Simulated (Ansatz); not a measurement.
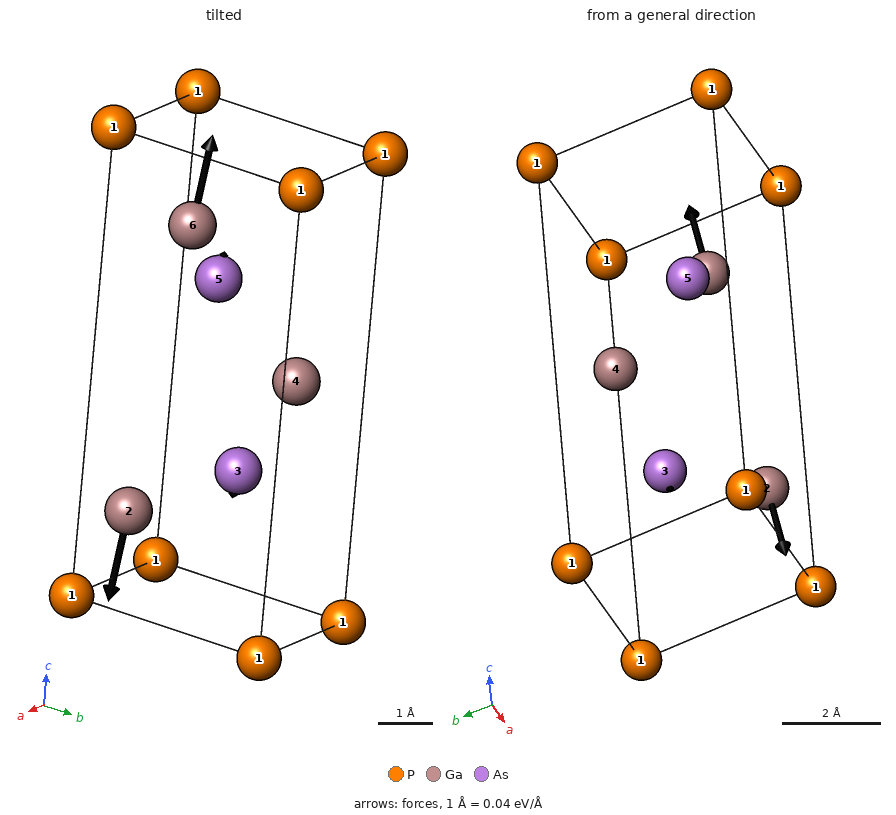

We look at a spheres-only model of the crystal slightly off an axis and from a general direction. Lines trace the edges of the cell (the run's own, in a reduced setting). The arrows are the computed forces on the atoms.

System: Ga₃As₂P. Results below were computed with DFT, PBE, plane waves, PAW (Ansatz 0.2.0); the settings were a kinetic-energy cutoff of 420 eV, k-points about 0.22 Å⁻¹ apart, Fermi-Dirac smearing of 0.02 eV, no spin polarisation.

Q: Would an optimiser stop at this geometry?

A: No. The atoms still feel forces of up to about 0.056 eV/Å, above a usual threshold of 0.01 to 0.03 eV/Å.

Q: Which atom carries the strongest force?

A: Ga2 and Ga6, about 0.056 eV/Å.

Source of the structure: a structure type filled with these elements by a generator (whether the compound takes this form wasn't checked). Earlier steps of the study, as a rule a relaxation of our own, may have changed the cell and positions, so they can lie some per cent off the listed ones. Ansatz was used for an electronic-structure calculation on it.
